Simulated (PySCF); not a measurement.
```xyz
16

C     2.3179    0.6329    0.0594
C     1.4596   -0.3299    0.3387
C     0.3228   -0.7337   -0.5414
C    -1.0369   -0.5649    0.1632
C    -1.3258    0.9087    0.4430
O    -2.0725   -1.1610   -0.5870
H     2.2532    1.2032   -0.8531
H     3.1248    0.8905    0.7240
H     1.5459   -0.8877    1.2624
H     0.3304   -0.1421   -1.4607
H     0.4291   -1.7887   -0.8104
H    -1.0259   -1.1231    1.1057
H    -0.5535    1.3254    1.0835
H    -1.3457    1.4726   -0.4889
H    -2.2905    1.0132    0.9336
H    -2.1634   -0.6796   -1.4177
```

Geometry: GFN2-xTB.

The calculation used PBE/pcSseg-1, SCF density, in a chloroform solvent model, non-relativistic (PySCF 2.14.0).

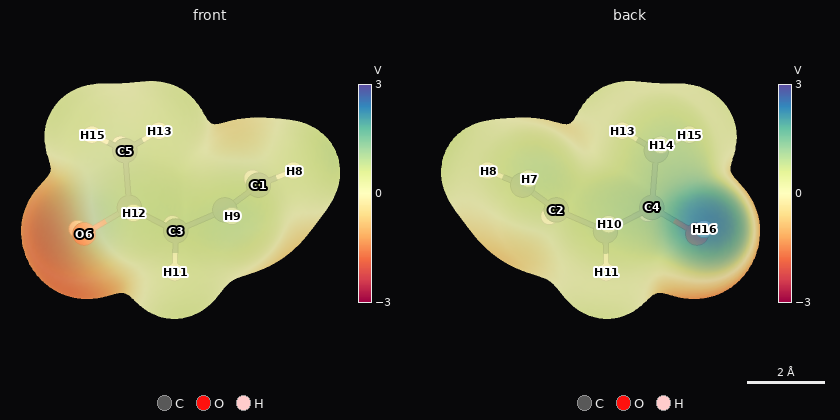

C₅H₁₀O. The molecular electrostatic potential painted on the density surface at 0.002 e/bohr³, seen from the front and from behind; red is negative and blue positive.

Q: Describe the electrostatic potential map.

A: The most negative region (about −1.7 V) lies over O6, the most positive (about +2.2 V) over H16. O6 is the likeliest acceptor of a hydrogen bond.

Q: What dipole moment does the calculation give?

A: Its dipole moment is 1.45 D.
